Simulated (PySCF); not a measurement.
# CoHOH: quartet, from a bent start

Where does quartet CoHOH go from a bent start, is the end point a minimum, and what are its modes, charges and moments?

Method: PBE0, basis Co def2-TZVP, H def2-TZVP, O def2-TZVP, no relativity, density fitting; program: PySCF 2.14.0.

### Step 1. Where the work starts

4 atoms, charge 0, spin multiplicity 4.

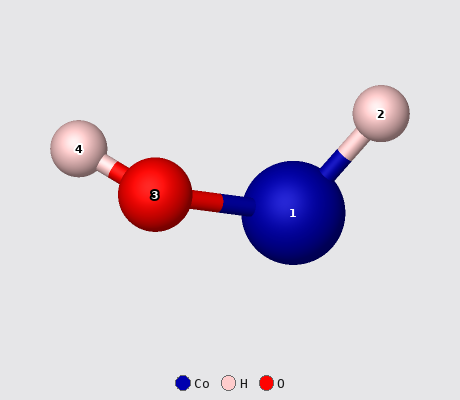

As it starts; cobalt blue, hydrogen pink, oxygen red; atoms are numbered from 1 in the order of the file.

Coordinates in bohr (charge 0 multiplicity 4):
```
Co    0.0000    0.0000    0.0000
H     2.2136    0.0000    1.5500
O    -2.6934    0.0000    1.8859
H    -3.6487    1.3897    2.5549
```

### Step 2. The SCF at the typed geometry

One driver script runs all steps and calls PySCF; scf.py shows how it sets up the SCF of each step. The optimiser is the driver's own. After this first run the driver tries any further starts and a stability analysis.

Input file scf.py:

```python
from pyscf import gto, scf, dft
mol = gto.M(atom='''
Co     0.000000     0.000000     0.000000
H      1.171400     0.000000     0.820200
O     -1.425300     0.000000     0.998000
H     -1.930800     0.735400     1.352000''',
    basis={'Co': 'def2-TZVP', 'H': 'def2-TZVP', 'O': 'def2-TZVP'},
    charge=0, spin=3)
mf = dft.UKS(mol, xc='PBE0')
mf.grids.atom_grid = (50, 194)
aux = {'Co': 'def2-universal-JKFIT', 'H': 'def2-universal-JKFIT', 'O': 'def2-universal-JKFIT'}
mf = mf.density_fit(auxbasis=aux)
mf.conv_tol = 1e-08
mf.diis_space = 10
mf.max_cycle = 60
mf.init_guess = 'minao'
mf.verbose = 4
mf.kernel()
```

Run with:

```sh
OMP_NUM_THREADS=4 python axn.py task.json out
```

The log of the run:

```text
init E= -1457.95207103226
[... the frontier-level lines of each cycle are left out ...]
cycle= 1 E= -1441.26910643656  delta_E= 16.7  |g|= 5.56  |ddm|= 10.5
cycle= 2 E= -1408.01247347285  delta_E= 33.3  |g|= 11.8  |ddm|= 13.8
cycle= 3 E= -1446.09217261491  delta_E= -38.1  |g|= 7.52  |ddm|= 7.22
cycle= 4 E= -1443.23027606589  delta_E= 2.86  |g|= 7.16  |ddm|= 2.12
cycle= 5 E= -1449.14666421359  delta_E= -5.92  |g|= 6.43  |ddm|= 1.94
cycle= 6 E= -1452.76715552879  delta_E= -3.62  |g|= 5.04  |ddm|= 1.46
cycle= 7 E= -1454.2693164139  delta_E= -1.5  |g|= 4.24  |ddm|= 0.498
cycle= 8 E= -1456.80629995941  delta_E= -2.54  |g|= 2.88  |ddm|= 0.755
cycle= 9 E= -1457.26486940802  delta_E= -0.459  |g|= 2.52  |ddm|= 0.293
cycle= 10 E= -1457.31044192699  delta_E= -0.0456  |g|= 2.55  |ddm|= 0.275
cycle= 11 E= -1457.32487082101  delta_E= -0.0144  |g|= 2.52  |ddm|= 0.179
cycle= 12 E= -1448.84621656162  delta_E= 8.48  |g|= 5.06  |ddm|= 7.37
cycle= 13 E= -1458.20321610485  delta_E= -9.36  |g|= 1.59  |ddm|= 7.33
cycle= 14 E= -1458.85451163242  delta_E= -0.651  |g|= 0.192  |ddm|= 0.602
cycle= 15 E= -1458.87725748563  delta_E= -0.0227  |g|= 0.0804  |ddm|= 0.185
cycle= 16 E= -1458.87958717712  delta_E= -0.00233  |g|= 0.0793  |ddm|= 0.0652
cycle= 17 E= -1458.88159327336  delta_E= -0.00201  |g|= 0.0443  |ddm|= 0.0495
cycle= 18 E= -1458.88244839221  delta_E= -0.000855  |g|= 0.00479  |ddm|= 0.0511
cycle= 19 E= -1458.88250672813  delta_E= -5.83e-05  |g|= 0.00383  |ddm|= 0.00928
cycle= 20 E= -1458.88256556785  delta_E= -5.88e-05  |g|= 0.00325  |ddm|= 0.01
cycle= 21 E= -1458.88268785297  delta_E= -0.000122  |g|= 0.00319  |ddm|= 0.0229
cycle= 22 E= -1458.88281433705  delta_E= -0.000126  |g|= 0.00284  |ddm|= 0.0275
cycle= 23 E= -1458.88293397892  delta_E= -0.00012  |g|= 0.00204  |ddm|= 0.0308
cycle= 24 E= -1458.88305293701  delta_E= -0.000119  |g|= 0.0019  |ddm|= 0.0394
cycle= 25 E= -1458.8831206241  delta_E= -6.77e-05  |g|= 0.00143  |ddm|= 0.0279
cycle= 26 E= -1458.88315276658  delta_E= -3.21e-05  |g|= 0.00136  |ddm|= 0.0144
cycle= 27 E= -1458.8831894356  delta_E= -3.67e-05  |g|= 0.00126  |ddm|= 0.0153
cycle= 28 E= -1458.88325531134  delta_E= -6.59e-05  |g|= 0.00124  |ddm|= 0.03
cycle= 29 E= -1458.88334170844  delta_E= -8.64e-05  |g|= 0.00112  |ddm|= 0.0479
cycle= 30 E= -1458.88334578898  delta_E= -4.08e-06  |g|= 0.000939  |ddm|= 0.00283
cycle= 31 E= -1458.88341493402  delta_E= -6.91e-05  |g|= 0.00174  |ddm|= 0.0584
cycle= 32 E= -1458.88340677765  delta_E= 8.16e-06  |g|= 0.000801  |ddm|= 0.0149
cycle= 33 E= -1458.88342710611  delta_E= -2.03e-05  |g|= 0.000637  |ddm|= 0.0199
cycle= 34 E= -1458.88345083473  delta_E= -2.37e-05  |g|= 0.000467  |ddm|= 0.0323
cycle= 35 E= -1458.88345857297  delta_E= -7.74e-06  |g|= 0.000351  |ddm|= 0.0163
cycle= 36 E= -1458.88346256419  delta_E= -3.99e-06  |g|= 0.000181  |ddm|= 0.0146
cycle= 37 E= -1458.88346325648  delta_E= -6.92e-07  |g|= 0.000148  |ddm|= 0.00358
cycle= 38 E= -1458.88346379747  delta_E= -5.41e-07  |g|= 9.9e-05  |ddm|= 0.0058
cycle= 39 E= -1458.88346390791  delta_E= -1.1e-07  |g|= 7.66e-05  |ddm|= 0.00092
cycle= 40 E= -1458.88346402351  delta_E= -1.16e-07  |g|= 6.92e-05  |ddm|= 0.0018
cycle= 41 E= -1458.88346407231  delta_E= -4.88e-08  |g|= 6.75e-05  |ddm|= 0.000712
cycle= 42 E= -1458.88346409966  delta_E= -2.74e-08  |g|= 6.35e-05  |ddm|= 0.000603
cycle= 43 E= -1458.88346415878  delta_E= -5.91e-08  |g|= 6.18e-05  |ddm|= 0.00058
cycle= 44 E= -1458.88346422676  delta_E= -6.8e-08  |g|= 6.16e-05  |ddm|= 0.000563
cycle= 45 E= -1458.88346429003  delta_E= -6.33e-08  |g|= 6.05e-05  |ddm|= 0.000553
cycle= 46 E= -1458.88346446611  delta_E= -1.76e-07  |g|= 5.86e-05  |ddm|= 0.00153
cycle= 47 E= -1458.88346474453  delta_E= -2.78e-07  |g|= 5.63e-05  |ddm|= 0.0025
cycle= 48 E= -1458.88346517534  delta_E= -4.31e-07  |g|= 5.38e-05  |ddm|= 0.00423
cycle= 49 E= -1458.88346551088  delta_E= -3.36e-07  |g|= 5.08e-05  |ddm|= 0.00355
cycle= 50 E= -1458.88346600196  delta_E= -4.91e-07  |g|= 4.71e-05  |ddm|= 0.00586
cycle= 51 E= -1458.88346668171  delta_E= -6.8e-07  |g|= 4.38e-05  |ddm|= 0.01
cycle= 52 E= -1458.88346702542  delta_E= -3.44e-07  |g|= 3.8e-05  |ddm|= 0.0068
cycle= 53 E= -1458.88346724272  delta_E= -2.17e-07  |g|= 3.32e-05  |ddm|= 0.0056
cycle= 54 E= -1458.88346739587  delta_E= -1.53e-07  |g|= 3.65e-05  |ddm|= 0.00526
cycle= 55 E= -1458.8834674092  delta_E= -1.33e-08  |g|= 3.23e-05  |ddm|= 0.000471
cycle= 56 E= -1458.88346746318  delta_E= -5.4e-08  |g|= 3.06e-05  |ddm|= 0.00196
cycle= 57 E= -1458.88346752291  delta_E= -5.97e-08  |g|= 2.55e-05  |ddm|= 0.00203
cycle= 58 E= -1458.88346765978  delta_E= -1.37e-07  |g|= 3e-05  |ddm|= 0.00636
cycle= 59 E= -1458.88346769565  delta_E= -3.59e-08  |g|= 1.5e-05  |ddm|= 0.00191
cycle= 60 E= -1458.88346771424  delta_E= -1.86e-08  |g|= 1.35e-05  |ddm|= 0.00129
SCF not converged.
init E= -1457.95207103226
cycle= 1 E= -1441.26910643656  delta_E= 16.7  |g|= 5.56  |ddm|= 10.5
cycle= 2 E= -1408.01247347285  delta_E= 33.3  |g|= 11.8  |ddm|= 13.8
cycle= 3 E= -1452.73208323051  delta_E= -44.7  |g|= 4.92  |ddm|= 8.26
cycle= 4 E= -1458.39551922313  delta_E= -5.66  |g|= 1.46  |ddm|= 2.46
cycle= 5 E= -1458.03091732653  delta_E= 0.365  |g|= 1.91  |ddm|= 1.19
cycle= 6 E= -1458.85895593928  delta_E= -0.828  |g|= 0.126  |ddm|= 0.702
cycle= 7 E= -1458.85986813275  delta_E= -0.000912  |g|= 0.182  |ddm|= 0.246
cycle= 8 E= -1458.85956388803  delta_E= 0.000304  |g|= 0.251  |ddm|= 0.17
cycle= 9 E= -1458.87334145454  delta_E= -0.0138  |g|= 0.0949  |ddm|= 0.109
cycle= 10 E= -1458.86954135566  delta_E= 0.0038  |g|= 0.179  |ddm|= 0.0978
cycle= 11 E= -1458.87609478269  delta_E= -0.00655  |g|= 0.021  |ddm|= 0.0585
cycle= 12 E= -1458.87636804458  delta_E= -0.000273  |g|= 0.0412  |ddm|= 0.0356
cycle= 13 E= -1458.87476734664  delta_E= 0.0016  |g|= 0.109  |ddm|= 0.0571
cycle= 14 E= -1458.87718598638  delta_E= -0.00242  |g|= 0.0159  |ddm|= 0.0333
cycle= 15 E= -1458.87742950451  delta_E= -0.000244  |g|= 0.0309  |ddm|= 0.0305
cycle= 16 E= -1458.87690444949  delta_E= 0.000525  |g|= 0.0734  |ddm|= 0.0455
cycle= 17 E= -1458.87807337435  delta_E= -0.00117  |g|= 0.0143  |ddm|= 0.0293
cycle= 18 E= -1458.87815928317  delta_E= -8.59e-05  |g|= 0.0366  |ddm|= 0.0302
cycle= 19 E= -1458.87786454753  delta_E= 0.000295  |g|= 0.0606  |ddm|= 0.0371
cycle= 20 E= -1458.87890279072  delta_E= -0.00104  |g|= 0.0129  |ddm|= 0.0282
SCF not converged.
init E= -1458.87890279072
cycle= 1 E= -1458.87904736026  delta_E= -0.000145  |g|= 0.0254  |ddm|= 0.0196
cycle= 2 E= -1458.87877839106  delta_E= 0.000269  |g|= 0.0569  |ddm|= 0.03
cycle= 3 E= -1458.87950063453  delta_E= -0.000722  |g|= 0.00937  |ddm|= 0.0169
cycle= 4 E= -1458.87959054167  delta_E= -8.99e-05  |g|= 0.00699  |ddm|= 0.0062
cycle= 5 E= -1458.87962305295  delta_E= -3.25e-05  |g|= 0.00708  |ddm|= 0.00242
cycle= 6 E= -1458.87963898914  delta_E= -1.59e-05  |g|= 0.00709  |ddm|= 0.00153
cycle= 7 E= -1458.87975039948  delta_E= -0.000111  |g|= 0.00687  |ddm|= 0.00797
cycle= 8 E= -1458.88054419863  delta_E= -0.000794  |g|= 0.00568  |ddm|= 0.0593
cycle= 9 E= -1458.88133239606  delta_E= -0.000788  |g|= 0.00574  |ddm|= 0.0664
cycle= 10 E= -1458.88196146116  delta_E= -0.000629  |g|= 0.00574  |ddm|= 0.0644
cycle= 11 E= -1458.8822068203  delta_E= -0.000245  |g|= 0.00465  |ddm|= 0.0299
cycle= 12 E= -1458.88264257089  delta_E= -0.000436  |g|= 0.00726  |ddm|= 0.0831
cycle= 13 E= -1458.88270328918  delta_E= -6.07e-05  |g|= 0.00288  |ddm|= 0.0126
cycle= 14 E= -1458.8827703986  delta_E= -6.71e-05  |g|= 0.00284  |ddm|= 0.0213
cycle= 15 E= -1458.88280071652  delta_E= -3.03e-05  |g|= 0.0026  |ddm|= 0.0108
cycle= 16 E= -1458.8828245242  delta_E= -2.38e-05  |g|= 0.00194  |ddm|= 0.00887
cycle= 17 E= -1458.88284719627  delta_E= -2.27e-05  |g|= 0.00139  |ddm|= 0.00876
cycle= 18 E= -1458.88287028247  delta_E= -2.31e-05  |g|= 0.00138  |ddm|= 0.0105
cycle= 19 E= -1458.88288703148  delta_E= -1.67e-05  |g|= 0.00116  |ddm|= 0.0062
cycle= 20 E= -1458.88291244987  delta_E= -2.54e-05  |g|= 0.00113  |ddm|= 0.00961
cycle= 21 E= -1458.88293566371  delta_E= -2.32e-05  |g|= 0.00109  |ddm|= 0.00892
cycle= 22 E= -1458.88298734481  delta_E= -5.17e-05  |g|= 0.00133  |ddm|= 0.0206
cycle= 23 E= -1458.88300029768  delta_E= -1.3e-05  |g|= 0.00109  |ddm|= 0.00525
cycle= 24 E= -1458.88302881444  delta_E= -2.85e-05  |g|= 0.00107  |ddm|= 0.0118
cycle= 25 E= -1458.88310246472  delta_E= -7.37e-05  |g|= 0.00192  |ddm|= 0.0327
cycle= 26 E= -1458.88317077531  delta_E= -6.83e-05  |g|= 0.00219  |ddm|= 0.033
cycle= 27 E= -1458.88318002887  delta_E= -9.25e-06  |g|= 0.00101  |ddm|= 0.00422
cycle= 28 E= -1458.88322899503  delta_E= -4.9e-05  |g|= 0.00158  |ddm|= 0.0266
cycle= 29 E= -1458.88327750622  delta_E= -4.85e-05  |g|= 0.00174  |ddm|= 0.0281
cycle= 30 E= -1458.88334060081  delta_E= -6.31e-05  |g|= 0.00345  |ddm|= 0.0464
SCF not converged.
macro= 0  E= -1458.8834450703  delta_E= -0.000104469  |g|= 0.00499157  3 KF 15 JK
macro= 1  E= -1458.88346680815  delta_E= -2.17379e-05  |g|= 0.000699503  4 KF 24 JK
macro= 2  E= -1458.88346772987  delta_E= -9.2172e-07  |g|= 8.89563e-05  3 KF 21 JK
macro= 3  E= -1458.8834677299  delta_E= -2.45564e-11  |g|= 2.88035e-05  1 KF 2 JK
macro X = 4  E=-1458.8834677299  |g|= 2.88035e-05  total 12 KF 67 JK
converged SCF energy = -1458.8834677299  <S^2> = 3.7658982  2S+1 = 4.0079412
```

This step, with its further starts and checks, took 20 s on 4 threads of Arm Neoverse V2, shared host.

Energies from each starting density:

```tsv
start	energy (Eh)
the minimal-basis guess	-1458.883468
a thermally smeared density	-1458.883467
a smeared PBE density	-1458.883468
```

Where DIIS stalls, the driver goes on with a level shift of 0.3 Eh and then with a second-order solver.

The test of internal stability and the other starts found no lower solution of this spin.

### Step 3. Bent start, quartet: relaxation

The program finds C1 symmetry in the start.

Edit scf.py of step 2 so:

```diff
@@ -3,4 +3,4 @@
-Co     0.000000     0.000000     0.000000
-H      1.171400     0.000000     0.820200
-O     -1.425300     0.000000     0.998000
-H     -1.930800     0.735400     1.352000''',
+Co     0.306235    -0.009632    -0.235914
+H      1.477635    -0.009632     0.584286
+O     -1.119065    -0.009632     0.762086
+H     -1.624565     0.725768     1.116086''',
@@ -16 +15,0 @@
-mf.init_guess = 'minao'
```

Energy and gradient, step by step:

```tsv
step	energy (Eh)	change (kJ/mol)	largest gradient (Eh/bohr)
0	-1458.883468	0.00	0.04007
1	-1458.891999	-22.40	0.02301
2	-1458.898101	-38.42	0.02529
3	-1458.899567	-42.27	0.01799
4	-1458.901262	-46.72	0.01307
5	-1458.902712	-50.52	0.01595
6	-1458.904192	-54.41	0.01552
7	-1458.905719	-58.42	0.00657
8	-1458.906124	-59.48	0.00489
9	-1458.906272	-59.87	0.00610
10	-1458.906418	-60.26	0.00292
11	-1458.906500	-60.47	0.00104
12	-1458.906504	-60.48	0.00013
13	-1458.906506	-60.49	0.00040
14	-1458.906506	-60.49	0.00030
15	-1458.906507	-60.49	0.00013
```

The walk took 35 s.

Geometry (Å) and forces (eV/Å) at some steps:

```
step 0
Co   0.306  -0.010  -0.236  -0.942  -0.089  -0.626
H    1.478  -0.010   0.584   2.061   0.088   0.602
O   -1.119  -0.010   0.762  -1.312   0.093  -0.038
H   -1.625   0.726   1.116   0.193  -0.092   0.062
step 1
Co   0.306  -0.071  -0.217  -0.888   0.043   0.278
H    1.546   0.042   0.592   1.183   0.048   0.116
O   -1.238  -0.016   0.656  -0.881   0.990   0.408
H   -1.573   0.742   1.195   0.586  -1.081  -0.802
step 8
Co   0.360   0.082   0.221  -0.252  -0.017   0.119
H    1.917  -0.107   0.277   0.110  -0.002  -0.044
O   -1.368   0.004   0.663   0.064   0.133   0.008
H   -1.868   0.719   1.065   0.078  -0.115  -0.084
step 15
Co   0.378   0.077   0.341  -0.006  -0.003  -0.002
H    1.942  -0.115   0.200   0.004   0.000   0.000
O   -1.372   0.025   0.644   0.001   0.005   0.009
H   -1.908   0.711   1.041   0.001  -0.002  -0.007
```

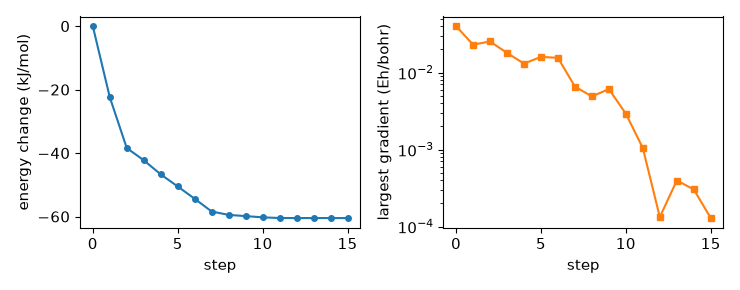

Energy and largest gradient along the walk.

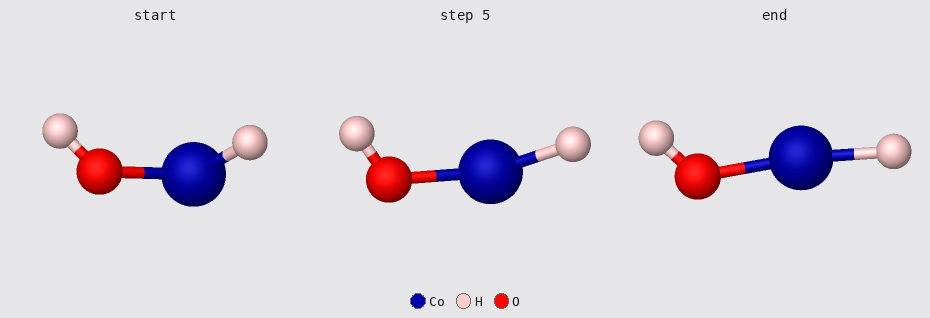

Start and end of the relaxation, with a step between.

End point (C1, 15 steps, 60.5 kJ/mol gained): Co–H 1.582 Å, Co–O 1.777 Å, O–H 0.957 Å; Co–O–H 127.0°, H–Co–O 170.1°.

### Step 4. Vibrations and properties at this point

The point is checked on the finer grid, and tightened if its gradient asks for it. The Hessian and the dipole derivatives come from central differences of analytic gradients, with steps of 0.02 bohr.

Edit scf.py of step 3 so:

```diff
@@ -3,4 +3,4 @@
-Co     0.306235    -0.009632    -0.235914
-H      1.477635    -0.009632     0.584286
-O     -1.119065    -0.009632     0.762086
-H     -1.624565     0.725768     1.116086''',
+Co     0.373680     0.005335    -0.069465
+H      1.937751    -0.187905    -0.211768
+O     -1.376289    -0.046367     0.232649
+H     -1.915163     0.637871     0.629267''',
@@ -10 +10 @@
-mf.grids.atom_grid = (50, 194)
+mf.grids.atom_grid = (75, 302)
@@ -13 +13 @@
-mf.conv_tol = 1e-08
+mf.conv_tol = 1e-10
```

The driver hands on the density of the step before, so the log starts near convergence.

Log of the central SCF (cycles and frontier levels):

```text
init E= -1458.90641326701
[... the frontier-level lines of each cycle are left out ...]
cycle= 1 E= -1458.90641326702  delta_E= -1.32e-11  |g|= 1.51e-06  |ddm|= 3.23e-06
Extra cycle  E= -1458.90641326702  delta_E= 5.23e-12  |g|= 2.91e-06  |ddm|= 3.43e-06
converged SCF energy = -1458.90641326702  <S^2> = 3.7644392  2S+1 = 4.0072131
```

The whole step took 91 s.

Geometry: C1; Co–H 1.582 Å, Co–O 1.777 Å, O–H 0.957 Å; Co–O–H 127.2°, H–Co–O 170.2°.

Harmonic modes (main isotopes):

```json
{"symmetry": "a", "ω (cm⁻¹)": "171", "IR (km/mol)": "107", "μ (u)": "1.07"}
{"symmetry": "a", "ω (cm⁻¹)": "426", "IR (km/mol)": "68.8", "μ (u)": "1.06"}
{"symmetry": "a", "ω (cm⁻¹)": "598", "IR (km/mol)": "232", "μ (u)": "1.57"}
{"symmetry": "a", "ω (cm⁻¹)": "702", "IR (km/mol)": "53.3", "μ (u)": "3.23"}
{"symmetry": "a", "ω (cm⁻¹)": "1827", "IR (km/mol)": "219", "μ (u)": "1.02"}
{"symmetry": "a", "ω (cm⁻¹)": "3923", "IR (km/mol)": "69.6", "μ (u)": "1.07"}
```

All wavenumbers are real: a minimum.

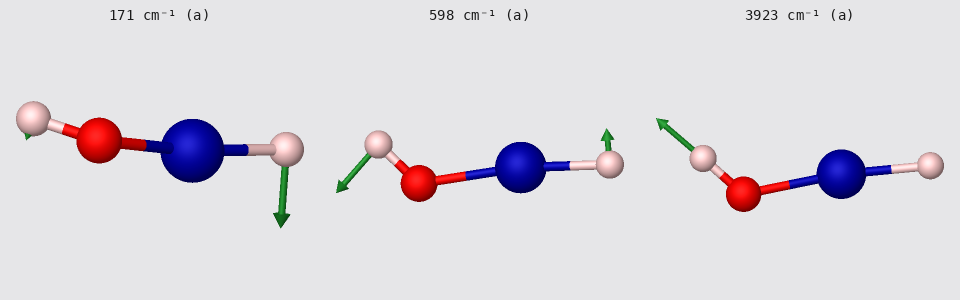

How the atoms move in 3 of the modes.

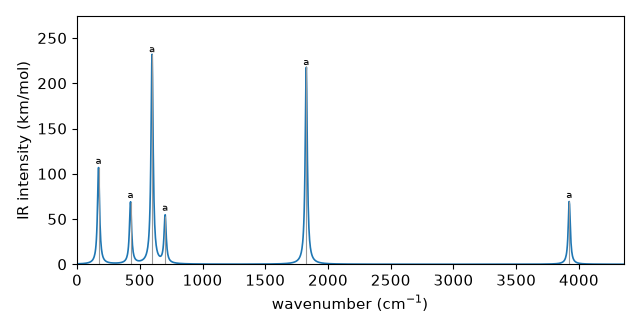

The harmonic infrared spectrum (widths in cm⁻¹). Lines are broadened to a width of 20 cm⁻¹ (Lorentzian).

Constants and moments:

| Quantity | Value |
| --- | --- |
| Dipole moment | 1.66 D |
| Highest occupied level | -7.91 eV |
| Lowest empty level | -3.07 eV |
| Rotational constants | 29.19, 0.3546, 0.3509 cm⁻¹ |
| Zero-point energy | 45.7 kJ/mol |
| Principal polarisabilities | 22.6, 23.4, 44.3 bohr³ |
| Atomisation energy without zero-point energy | 1047 kJ/mol |
| Principal traceless quadrupole moments about the centre of mass | -7.60, 2.06, 5.54 D Å |
| Entropy at 298.15 K and 1 bar (electronic part: spin only) | 269.9 J/(mol K) |
| Heat capacity Cp at 298.15 K | 54.9 J/(mol K) |
| Enthalpy at 298.15 K above 0 K | 12.98 kJ/mol |
| Rotational symmetry number | 1 |
| Spin squared ⟨S²⟩ | 3.764 |

Charges (e) and bond orders:

| atom | Mulliken | Löwdin | polar tensor | spin (Mulliken) | Mayer order to Co1 |
| --- | --- | --- | --- | --- | --- |
| Co1 | 0.56 | 0.46 | 1.04 | 2.94 | – |
| H2 | -0.15 | -0.21 | -0.39 | -0.07 | 0.94 |
| O3 | -0.73 | -0.40 | -0.92 | 0.14 | 0.92 |
| H4 | 0.32 | 0.15 | 0.27 | -0.01 | 0.01 |

Outer orbital energies (eV). α occupied: -12.27, -12.09, -11.72, -10.78, -10.04, -8.62, -8.44, -8.02; empty: -0.01, 1.29, 1.45, 2.59. β occupied: -66.22, -26.46, -13.50, -9.81, -9.15, -8.60, -8.41, -7.91; empty: -3.07, -2.39, -2.27, 0.84.

Mulliken populations on Co1: s 6.78, p 12.37, d 7.29, f 0.00.

### Step 5. Summary of results

| quantity | value |
| --- | --- |
| minimum | quartet, C1 |
| geometry | Co–H 1.582 Å, Co–O 1.777 Å, O–H 0.957 Å; Co–O–H 127.2°, H–Co–O 170.2° |
| wavenumbers (cm⁻¹) | 171 (a), 426 (a), 598 (a), 702 (a), 1827 (a), 3923 (a) |
| dipole moment | 1.66 D |
| highest occupied, lowest empty level (either spin) | -7.91, -3.07 eV |
| polar-tensor charge of Co1 | +1.04 e |
| zero-point energy | 45.7 kJ/mol |
| entropy at 298.15 K | 269.9 J/(mol K) |
| atomisation energy (no zero-point energy) | 1047 kJ/mol |
| ⟨S²⟩ | 3.764 |

The bent start ends in a minimum without symmetry. The strongest infrared band lies at 598 cm⁻¹ (a). Most of the spin sits on Co1 (Mulliken spin 2.94, against 3 for the whole molecule). Only this shape and spin were tried, so other structures or states may lie lower. One determinant may miss the lowest occupation of an open d or f shell.

The search up to here took 2.4 min.
